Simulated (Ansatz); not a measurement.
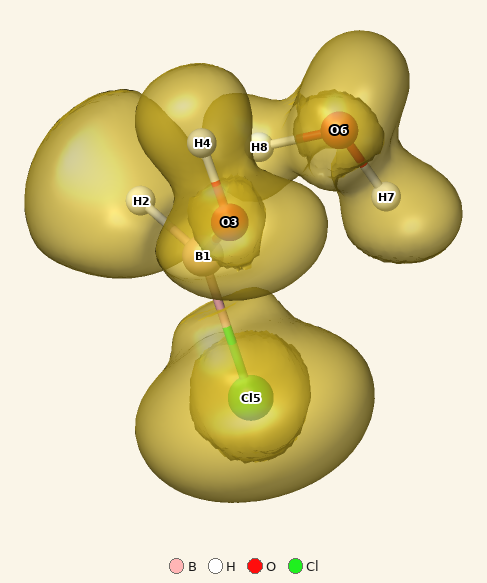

BClH$_{2}$O···H$_{2}$O. Isosurface of the electron localisation function at 0.75 (yellow), seen at an oblique angle. Only the valence region is drawn (cores and ρ < 0.01 e/Å³ removed).

Not at a stationary point (largest force 1.0 eV/Å).

Level of theory: RKS PBE0-D4/6-31G* in Ansatz 0.2.0.

Input file:

```
crystal:
  periodic: [false, false, false]
  atoms:
    - { symbol: B, position_ang: [0.0, 0.0, 0.0] }
    - { symbol: H, position_ang: [0.0, 0.0, 1.54] }
    - { symbol: O, position_ang: [1.2211, 0.0, -0.705] }
    - { symbol: H, position_ang: [1.5209, -0.9519, -0.8599] }
    - { symbol: Cl, position_ang: [-1.6108, 0.0, -0.93] }
    - { symbol: O, position_ang: [-0.2139, 1.6086, 0.5392] }
    - { symbol: H, position_ang: [-1.1525, 1.9139, 0.3252] }
    - { symbol: H, position_ang: [-0.1135, 0.8538, 1.537] }
basis:
  gaussian: { orbitals: "6-31G*" }
hamiltonian:
  xc: pbe0
  dispersion: d4
relax:
  f_tol: 0.15
  max_steps: 25
  restrain:
    - { distance: [0, 5], at: 2.61, k: 30.0 }
    - { distance: [7, 1], at: 1.86, k: 30.0 }
    - { distance: [0, 1], at: 1.19, k: 30.0 }
    - { distance: [7, 5], at: 1.01, k: 30.0 }
output:
  orbitals: {}
```

Command:

```sh
ansatz run input.yaml --threads 2 --pin off --max-ram 3072MiB --backend cpu --events-out ev --progress --plain --runs-dir out
```

The fields are those of the run's last geometry, not of the input's.

**Where are the electrons localised?**

At this value the surface marks out one region around a hydrogen nucleus, one region on Cl in which the atom's valence shell and bonds are merged and two joined regions spread over several atoms (H, O), in which their bonds and any lone pairs are merged. Along the contacts the grid gives the following. B1···H8 (2.35 Å): the ELF dips to about 0.05 between them. B–O (1.34 Å): the ELF peaks at about 0.90 between the atoms; a polar covalent bond.
